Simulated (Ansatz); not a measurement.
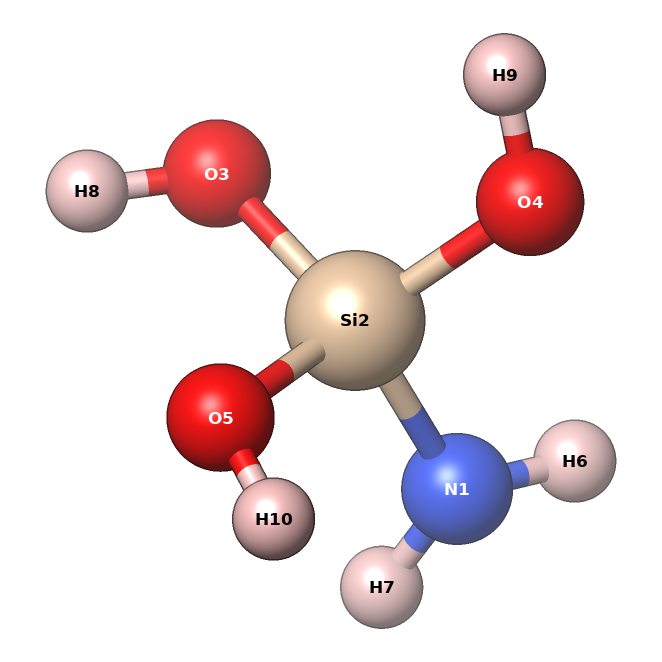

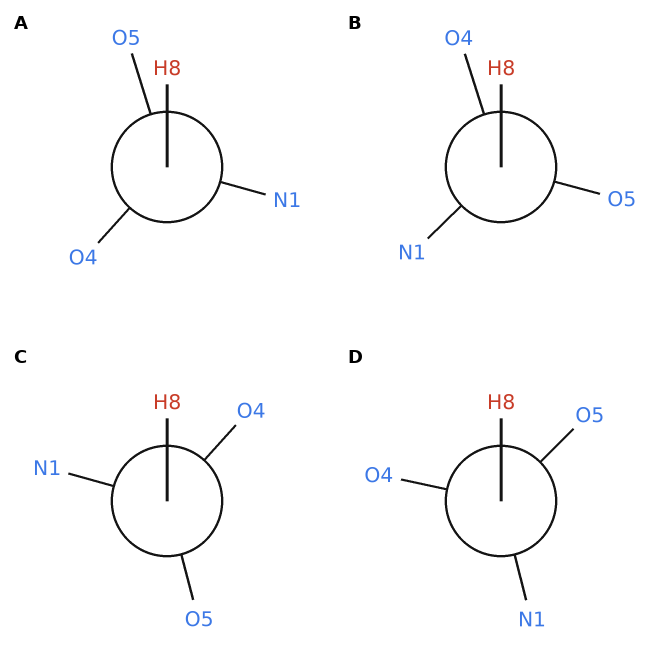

Distant atoms are faded towards the background colour. Bonds that would overlap in a projection are set slightly apart. The geometry was computed by an optimisation with PBE0-D4/def2-TZVP.

Question: Which Newman projection shows the view along O3–Si2, with O3 in front?

Answer: A. The torsion angle H8–O3–Si2–O4 is −138°, anticlinal.
